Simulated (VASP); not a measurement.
# La2O3: cell size against the level of theory, part 2 of 3

Aim: relax La2O3 at several levels and hold each cell against experiment. The start is a computed cell from the Materials Project.

VASP 6.6.1, plane waves and PAW; the level of theory is named at each step.

So far. Step 2 (Relaxation with LDA): It ends with a largest force of 0.007 eV/Å and a pressure of 0.03 GPa. The conventional cell has a = 3.884 and c = 5.949 Å.

## Step 3: Relaxation with PBE

This step: PBE; plane waves and PAW (La, O) (VASP 6.6.1).

PBE, the usual starting point, adds the gradient of the density.

Input file INCAR:

```
SYSTEM = La2O3
PREC = Accurate
ENCUT = 560
EDIFF = 1E-06
NELM = 100
ISMEAR = -1
SIGMA = 0.05
LREAL = .FALSE.
ALGO = Normal
GGA = PE
NBANDS = 26
LASPH = .TRUE.
LORBIT = 11
LWAVE = .FALSE.
LCHARG = .FALSE.
KPAR = 4
IBRION = 2
NSW = 60
ISIF = 3
EDIFFG = -0.01
```

Input file POSCAR:

```
La2O3
1.0
    3.9307778780      0.0000000000      0.0000000000
   -1.9653889390      3.4041534990      0.0000000000
    0.0000000000      0.0000000000      6.1119535200
La O
2 3
Direct
    0.6666666700      0.3333333300      0.7537643200
    0.3333333300      0.6666666700      0.2462356800
    0.6666666700      0.3333333300      0.3541093500
    0.3333333300      0.6666666700      0.6458906500
    0.0000000000      0.0000000000      0.0000000000
```

Input file KPOINTS:

```
Automatic mesh
0
Gamma
7 7 4
0 0 0
```

The projector-augmented-wave data sets are La and O (PBE family, release 64).

On the command line:

```
mpirun -np 4 vasp_std
```

The log of the run:

```text
[banner, memory and clock lines left out]
running    4 mpi-ranks, on    1 nodes
 distrk:  each k-point on    1 cores,    4 groups
 distr:  one band on    1 cores,    1 groups

 POSCAR found type information on POSCAR LaO
 POSCAR found :  2 types and       5 ions
 LDA part: xc-table for (Slater+PW92), standard interpolation
 POSCAR, INCAR and KPOINTS ok, starting setup
 FFT: planning ... GRIDC
 FFT: planning ... GRID_SOFT
 FFT: planning ... GRID
 WAVECAR not read
 entering main loop
       N       E                     dE             d eps       ncg     rms          rms(c)
DAV:   1     0.489932071813E+03    0.48993E+03   -0.16353E+04  1480   0.248E+03
DAV:   2     0.912522766407E+02   -0.39868E+03   -0.38799E+03  2072   0.384E+02
DAV:   3    -0.302481510191E+02   -0.12150E+03   -0.11819E+03  2496   0.210E+02
DAV:   4    -0.463882295657E+02   -0.16140E+02   -0.16112E+02  2460   0.823E+01
DAV:   5    -0.474834458860E+02   -0.10952E+01   -0.10944E+01  2480   0.254E+01    0.149E+01
DAV:   6    -0.418395095257E+02    0.56439E+01   -0.50426E+01  2304   0.409E+01    0.755E+00
DAV:   7    -0.418234900352E+02    0.16019E-01   -0.55308E+00  2800   0.231E+01    0.348E+00
DAV:   8    -0.418181032566E+02    0.53868E-02   -0.52594E-01  2544   0.602E+00    0.126E+00
DAV:   9    -0.418166704194E+02    0.14328E-02   -0.81932E-02  2600   0.233E+00    0.378E-01
DAV:  10    -0.418191326898E+02   -0.24623E-02   -0.34754E-02  2480   0.122E+00    0.189E-01
DAV:  11    -0.418199785538E+02   -0.84586E-03   -0.10436E-02  2512   0.776E-01    0.127E-01
DAV:  12    -0.418202572983E+02   -0.27874E-03   -0.23325E-03  2288   0.348E-01    0.619E-02
DAV:  13    -0.418202740120E+02   -0.16714E-04   -0.11930E-03  2552   0.231E-01    0.225E-02
DAV:  14    -0.418202827809E+02   -0.87689E-05   -0.18703E-04  2296   0.998E-02    0.153E-02
DAV:  15    -0.418202793829E+02    0.33980E-05   -0.56190E-05  2640   0.555E-02    0.296E-03
DAV:  16    -0.418202799856E+02   -0.60270E-06   -0.63713E-06  2128   0.160E-02
   1 F= -.41820280E+02 E0= -.41820280E+02  d E =-.418203E+02
 curvature:   0.00 expect dE= 0.000E+00 dE for cont linesearch  0.000E+00
 trial: gam= 0.00000 g(F)=  0.146E-04 g(S)=  0.186E-01 ort = 0.000E+00 (trialstep = 0.100E+01)
 search vector abs. value=  0.186E-01
 bond charge predicted
       N       E                     dE             d eps       ncg     rms          rms(c)
DAV:   1    -0.419380199332E+02   -0.11774E+00   -0.36059E+00  2092   0.153E+01    0.234E+00
DAV:   2    -0.418407320905E+02    0.97288E-01   -0.52639E-01  2616   0.584E+00    0.713E-01
DAV:   3    -0.418233741362E+02    0.17358E-01   -0.59265E-02  2252   0.278E+00    0.287E-01
DAV:   4    -0.418211275289E+02    0.22466E-02   -0.17674E-02  2592   0.133E+00    0.675E-02
DAV:   5    -0.418212617009E+02   -0.13417E-03   -0.17353E-03  2544   0.343E-01    0.481E-02
DAV:   6    -0.418213181922E+02   -0.56491E-04   -0.28762E-04  2856   0.151E-01    0.307E-02
DAV:   7    -0.418213281442E+02   -0.99520E-05   -0.18327E-04  2586   0.141E-01    0.190E-02
DAV:   8    -0.418213234170E+02    0.47272E-05   -0.10793E-04  2710   0.102E-01    0.933E-03
DAV:   9    -0.418213211146E+02    0.23024E-05   -0.17002E-05  2572   0.354E-02    0.435E-03
DAV:  10    -0.418213199604E+02    0.11542E-05   -0.23656E-06  1566   0.153E-02    0.109E-03
DAV:  11    -0.418213200429E+02   -0.82528E-07   -0.87105E-07  1110   0.132E-02
   2 F= -.41821320E+02 E0= -.41821320E+02  d E =-.104006E-02
[...]
3 F= -.41825129E+02 E0= -.41825129E+02  d E =-.484888E-02
[...]
4 F= -.41826082E+02 E0= -.41826082E+02  d E =-.953155E-03
[...]
5 F= -.41826264E+02 E0= -.41826264E+02  d E =-.113546E-02
[...]
6 F= -.41826480E+02 E0= -.41826480E+02  d E =-.215242E-03
[...]
7 F= -.41826543E+02 E0= -.41826543E+02  d E =-.278750E-03
 curvature:  -1.13 expect dE=-0.640E-04 dE for cont linesearch -0.769E-07
 trial: gam= 0.26785 g(F)=  0.493E-04 g(S)=  0.723E-05 ort =-0.474E-05 (trialstep = 0.120E+01)
 search vector abs. value=  0.777E-04
 bond charge predicted
       N       E                     dE             d eps       ncg     rms          rms(c)
DAV:   1    -0.418264835421E+02    0.59653E-04   -0.22638E-02  1974   0.129E+00    0.541E-02
DAV:   2    -0.418266053284E+02   -0.12179E-03   -0.19513E-03  2352   0.489E-01    0.272E-02
DAV:   3    -0.418265940756E+02    0.11253E-04   -0.13496E-04  2710   0.113E-01    0.137E-02
DAV:   4    -0.418265889921E+02    0.50835E-05   -0.32166E-05  2886   0.495E-02    0.489E-03
DAV:   5    -0.418265885572E+02    0.43489E-06   -0.54542E-06  2194   0.150E-02
   8 F= -.41826589E+02 E0= -.41826589E+02  d E =-.454768E-04
 trial-energy change:   -0.000045  1 .order   -0.000047   -0.000066   -0.000027
 step:   2.0108(harm=  2.0108)  dis= 0.00211  next Energy=   -41.826599 (dE=-0.555E-04)
 reached required accuracy - stopping structural energy minimisation
```

The job ended after 4 min (4 MPI ranks of AMD EPYC 7R43, shared host; peak memory 0.88 GiB).

From OUTCAR (step 3):

```text
The static configuration has the point symmetry D_3d.

 Found     28 irreducible k-points:

   NELECT =      40.0000    total number of electrons

 E-fermi :   6.9873

 k-point     1 :       0.0000    0.0000    0.0000
  band No.  band energies     occupation
    ...
     16       3.7534      2.00000
     17       4.2110      2.00000
     18       5.4815      2.00000
     19       5.4815      2.00000
     20       5.7371      2.00000
     21      10.0978      0.00000
     22      10.4485      0.00000
     23      10.4485      0.00000
     24      10.9041      0.00000
     25      11.1368      0.00000
    ...

 k-point     2 :       0.1429    0.0000    0.0000
  band No.  band energies     occupation
    ...
     16       3.8336      2.00000
     17       4.6565      2.00000
     18       5.2086      2.00000
     19       5.4636      2.00000
     20       5.6681      2.00000
     21      10.2077      0.00000
     22      10.4508      0.00000
     23      10.5763      0.00000
     24      10.9701      0.00000
     25      11.0867      0.00000
    ...

  Total       -0.0022635     -0.0022635     -0.0169987     -0.0000000     -0.0000000      0.0000000
  in kB       -0.0436975     -0.0436975     -0.3281626     -0.0000000     -0.0000000      0.0000000
  external PRESSURE =      -0.1385192 kB  Pullay stress =       0.0000000 kB

  energy-cutoff  :      560.00
  volume of cell :       82.99
      direct lattice vectors                 reciprocal lattice vectors
     3.937181311  0.000000000 -0.000000000     0.253988811  0.146640508  0.000000000
    -1.968590656  3.409699035  0.000000000     0.000000000  0.293281017  0.000000000
     0.000000000 -0.000000000  6.182091496     0.000000000 -0.000000000  0.161757554

 POSITION                                       TOTAL-FORCE (eV/Angst)
 -----------------------------------------------------------------------------------
      1.96859      1.13657      4.65388         0.000000      0.000000     -0.008505
     -0.00000      2.27313      1.52821        -0.000000     -0.000000      0.008505
      1.96859      1.13657      2.19095        -0.000000     -0.000000      0.007945
     -0.00000      2.27313      3.99114         0.000000      0.000000     -0.007945
      0.00000      0.00000      0.00000         0.000000      0.000000      0.000000
 -----------------------------------------------------------------------------------
    total drift:                                0.000000      0.000000      0.000000

  FREE ENERGIE OF THE ION-ELECTRON SYSTEM (eV)
  ---------------------------------------------------
  free  energy   TOTEN  =       -41.8265885572 eV

  energy  without entropy=      -41.8265885572  energy(sigma->0) =      -41.82658856

 total charge
# of ion       s       p       d       f       tot
--------------------------------------------------
    1        2.018   5.696   0.634   0.239   8.588
    2        2.018   5.696   0.634   0.239   8.588
    3        1.567   3.462   0.000   0.000   5.029
    4        1.567   3.462   0.000   0.000   5.029
    5        1.554   3.374   0.000   0.000   4.928
--------------------------------------------------
tot          8.725  21.690   1.269   0.478  32.162

[... 8 parts as in an earlier step ...]

[... 5 further parts left out ...]
```

Step by step:

| step | energy less that of the first step (eV) | largest force (eV/Å) | pressure (GPa) | volume (Å³) |
| --- | --- | --- | --- | --- |
| 1 | 0.0000 | 0.0121 | 1.56 | 81.78 |
| 2 | -0.0010 | 0.1662 | -1.38 | 83.68 |
| 3 | -0.0048 | 0.0887 | -0.04 | 82.78 |
| 4 | -0.0058 | 0.0191 | -0.02 | 82.89 |
| 5 | -0.0060 | 0.0285 | -0.01 | 82.95 |
| 6 | -0.0062 | 0.0223 | 0.01 | 82.95 |
| 7 | -0.0063 | 0.0169 | 0.03 | 82.95 |
| 8 | -0.0063 | 0.0085 | -0.01 | 82.99 |

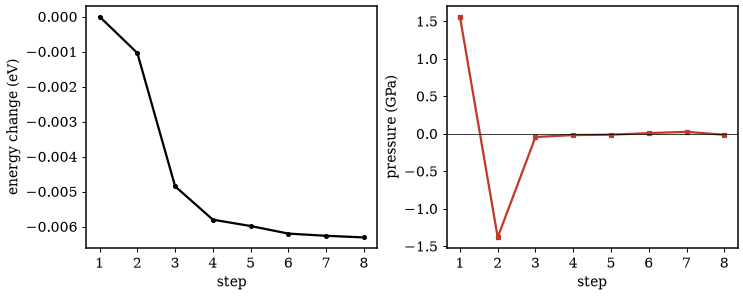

Energy and pressure along the relaxation.

| conventional cell, symmetrised | before | after | change |
| --- | --- | --- | --- |
| a (Å) | 3.931 | 3.937 | +0.2 % |
| b (Å) | 3.931 | 3.937 | +0.2 % |
| c (Å) | 6.112 | 6.182 | +1.1 % |
| volume (Å³/atom) | 16.36 | 16.60 | +1.5 % |

Final coordinates:

```xyz
5
Lattice="3.9372 0.0000 0.0000 -1.9686 3.4097 0.0000 0.0000 0.0000 6.1821" Properties=species:S:1:pos:R:3 pbc="T T T"
La    1.9686    1.1366    4.6539
La    0.0000    2.2731    1.5282
O     1.9686    1.1366    2.1910
O     0.0000    2.2731    3.9911
O     0.0000    0.0000    0.0000
```

This step gave:

* free energy (TOTEN): -41.83 eV
* Fermi energy: 6.987 eV
* pressure: -0.01385 GPa
* valence top at k: 0.4286, 0, 0.5
* conduction bottom at k: 0.4286, 0, 0
* SCF cycles over all ionic steps: 64
* gap on the k-mesh: 3.905 eV
* least direct gap on the k-mesh: 4.103 eV

It ends at 16.60 Å³/atom, +1.5 % from the start, with -0.01 GPa left. The conventional cell has a = 3.937 and c = 6.182 Å.

## Step 4: Relaxation with r2SCAN

This step: r2SCAN; plane waves and PAW (La, O) (VASP 6.6.1).

r2SCAN adds the kinetic-energy density, costs more than a GGA and is run with LASPH.

Edit INCAR of step 3 so:

```diff
@@ -9,5 +9,5 @@
 ALGO = Normal
-GGA = PE
+METAGGA = R2SCAN
+LASPH = .TRUE.
 NBANDS = 26
-LASPH = .TRUE.
 LORBIT = 11
```

POSCAR is that of step 3.

KPOINTS is that of step 3.

On the command line:

```
mpirun -np 4 vasp_std
```

The log of the run:

```text
[banner, memory and clock lines left out]
running    4 mpi-ranks, on    1 nodes
[...]
[... a notice as in an earlier step ...]

 LDA part: xc-table for (None), standard interpolation
 POSCAR, INCAR and KPOINTS ok, starting setup
[...]
entering main loop
       N       E                     dE             d eps       ncg     rms          rms(c)
DAV:   1     0.447453730730E+03    0.44745E+03   -0.16668E+04  1472   0.252E+03
DAV:   2     0.312489094093E+02   -0.41620E+03   -0.40572E+03  2048   0.404E+02
DAV:   3    -0.963976330007E+02   -0.12765E+03   -0.12407E+03  2524   0.218E+02
DAV:   4    -0.113804384704E+03   -0.17407E+02   -0.17378E+02  2534   0.862E+01
[...]
DAV:  15    -0.960615799526E+02    0.20649E-05   -0.77292E-05  2680   0.596E-02    0.520E-03
DAV:  16    -0.960615798999E+02    0.52690E-07   -0.13923E-05  2472   0.284E-02    0.523E-03
DAV:  17    -0.960615789635E+02    0.93644E-06   -0.24890E-06  1608   0.147E-02
   1 F= -.96061579E+02 E0= -.96061579E+02  d E =-.960616E+02
[... from here on, the cycles between the ionic steps are left out ...]
   2 F= -.96061619E+02 E0= -.96061619E+02  d E =-.396685E-04
   3 F= -.96061638E+02 E0= -.96061638E+02  d E =-.594261E-04
   4 F= -.96061667E+02 E0= -.96061667E+02  d E =-.286407E-04
 trial-energy change:   -0.000029  1 .order   -0.000029   -0.000045   -0.000012
 step:   1.2787(harm=  1.2787)  dis= 0.00107  next Energy=   -96.061669 (dE=-0.309E-04)
 reached required accuracy - stopping structural energy minimisation
```

It took 7.6 min on 4 MPI ranks; peak memory 0.83 GiB.

From OUTCAR (step 4):

```text
  Total       -0.0043859     -0.0043859      0.0037013      0.0000000      0.0000000      0.0000000
  in kB       -0.0858382     -0.0858382      0.0724394      0.0000000      0.0000000      0.0000000
  external PRESSURE =      -0.0330790 kB  Pullay stress =       0.0000000 kB

 POSITION                                       TOTAL-FORCE (eV/Angst)
 -----------------------------------------------------------------------------------
      1.96540      1.13473      4.61228         0.000000     -0.000000     -0.004277
     -0.00000      2.26945      1.50553        -0.000000      0.000000      0.004277
      1.96540      1.13473      2.16519        -0.000000     -0.000000     -0.007155
     -0.00000      2.26945      3.95262         0.000000      0.000000      0.007155
      3.93081     -0.00000      0.00000        -0.000000      0.000000     -0.000000
 -----------------------------------------------------------------------------------
    total drift:                               -0.000000      0.000000      0.000000

  FREE ENERGIE OF THE ION-ELECTRON SYSTEM (eV)
  ---------------------------------------------------
  free  energy   TOTEN  =       -96.0616670303 eV

  energy  without entropy=      -96.0616670303  energy(sigma->0) =      -96.06166703

[... 2 parts as in an earlier step ...]

[... 2 further parts left out ...]
[key lines of the parts left out:]
E-fermi :   6.8664
```

The PAW data sets were made with PBE, which is usual practice but a small mismatch for other functionals.

Little changed from the start: no atom moved by 0.005 Å and no cell edge by 0.1 %.

It ends at 16.37 Å³/atom, +0.1 % from the start, with 0.00 GPa left. The conventional cell has a = 3.931 and c = 6.118 Å.

## Step 5: Relaxation with PBE + D3(BJ)

This step: PBE with D3(BJ); plane waves and PAW (La, O) (VASP 6.6.1).

A dispersion term adds the long-range attraction that semilocal functionals lack. D3 with Becke-Johnson damping keeps a finite attraction at short range.

Edit INCAR of step 4 so:

```diff
@@ -9,5 +9,6 @@
 ALGO = Normal
-METAGGA = R2SCAN
+GGA = PE
+IVDW = 12
+NBANDS = 26
 LASPH = .TRUE.
-NBANDS = 26
 LORBIT = 11
```

POSCAR is that of step 4.

KPOINTS is that of step 4.

On the command line:

```
mpirun -np 4 vasp_std
```

The log of the run:

```text
[... set-up lines as in an earlier step ...]
 entering main loop
       N       E                     dE             d eps       ncg     rms          rms(c)
[... 16 cycles as in an earlier step ...]
   1 F= -.43113414E+02 E0= -.43113414E+02  d E =-.431134E+02
[...]
2 F= -.43113406E+02 E0= -.43113406E+02  d E =0.769246E-05
[...]
3 F= -.43115669E+02 E0= -.43115669E+02  d E =-.225514E-02
[...]
4 F= -.43115668E+02 E0= -.43115668E+02  d E =-.225389E-02
[...]
5 F= -.43115827E+02 E0= -.43115827E+02  d E =-.159764E-03
 trial-energy change:   -0.000160  1 .order   -0.000155   -0.000276   -0.000034
 step:   1.0108(harm=  1.0253)  dis= 0.00274  next Energy=   -43.115830 (dE=-0.162E-03)
 reached required accuracy - stopping structural energy minimisation
```

Run time: 1.8 min. Hardware: 4 MPI ranks; peak memory 0.91 GiB.

OUTCAR, selected parts (step 5):

```text
 Edisp (eV)   -1.30366

 Edisp (eV)   -1.30432

  Total      -0.00788    -0.00788    -0.03063     0.00000     0.00000     0.00000
  in kB      -0.15573    -0.15573    -0.60515     0.00000     0.00000     0.00000
  external pressure =       -0.31 kB  Pullay stress =        0.00 kB

 POSITION                                       TOTAL-FORCE (eV/Angst)
 -----------------------------------------------------------------------------------
      1.95935      1.13123      4.59955        -0.000000     -0.000000      0.006097
     -0.00000      2.26246      1.49938         0.000000      0.000000     -0.006097
      1.95935      1.13123      2.15955         0.000000      0.000000     -0.007686
     -0.00000      2.26246      3.93937         0.000000     -0.000000      0.007686
      0.00000     -0.00000      0.00000        -0.000000     -0.000000      0.000000
 -----------------------------------------------------------------------------------
    total drift:                                0.000000      0.000000     -0.000000

  FREE ENERGIE OF THE ION-ELECTRON SYSTEM (eV)
  ---------------------------------------------------
  free  energy   TOTEN  =       -43.1158274792 eV

  energy  without entropy=      -43.1158274792  energy(sigma->0) =      -43.11582748

[... 2 parts as in an earlier step ...]

[... 2 further parts left out ...]
[key lines of the parts left out:]
E-fermi :   7.1835
```

The steps of the relaxation:

| step | energy less that of the first step (eV) | largest force (eV/Å) | pressure (GPa) | volume (Å³) |
| --- | --- | --- | --- | --- |
| 1 | 0.0000 | 0.0108 | -1.07 | 81.78 |
| 2 | 0.0000 | 0.1192 | 1.10 | 80.49 |
| 3 | -0.0023 | 0.0577 | 0.01 | 81.14 |
| 4 | -0.0023 | 0.0563 | 0.00 | 81.15 |
| 5 | -0.0024 | 0.0077 | -0.03 | 81.11 |

| conventional cell, symmetrised | before | after | change |
| --- | --- | --- | --- |
| a (Å) | 3.931 | 3.919 | -0.3 % |
| b (Å) | 3.931 | 3.919 | -0.3 % |
| c (Å) | 6.112 | 6.099 | -0.2 % |
| volume (Å³/atom) | 16.36 | 16.22 | -0.8 % |

The relaxed structure:

```xyz
5
Lattice="3.9187 0.0000 0.0000 -1.9594 3.3937 0.0000 0.0000 0.0000 6.0989" Properties=species:S:1:pos:R:3 pbc="T T T"
La    1.9594    1.1312    4.5995
La    0.0000    2.2625    1.4994
O     1.9594    1.1312    2.1596
O     0.0000    2.2625    3.9394
O     0.0000    0.0000    0.0000
```

It ends at 16.22 Å³/atom, -0.8 % from the start, with -0.03 GPa left. The conventional cell has a = 3.919 and c = 6.099 Å. Against plain PBE, the dispersion term moves a by -0.5 % and c by -1.3 %.

[end of part 2 of 3]

[Lines on the potential files, build, host, timing and source positions are cut from VASP's logs without a mark.]

[Logs are printed without paths, hosts, clocks, repeated set-up lines and the standing remarks that a program may print on its own settings, such as how far it seeks lower states.]

[Hosts, paths, dates, database ids (printed as entryN), source tags and the programs' standing remarks are cut or masked in the printed files.]

[Measured values are set beside computed ones only where the two were judged alike; some that the calculation misses by far are left out.]
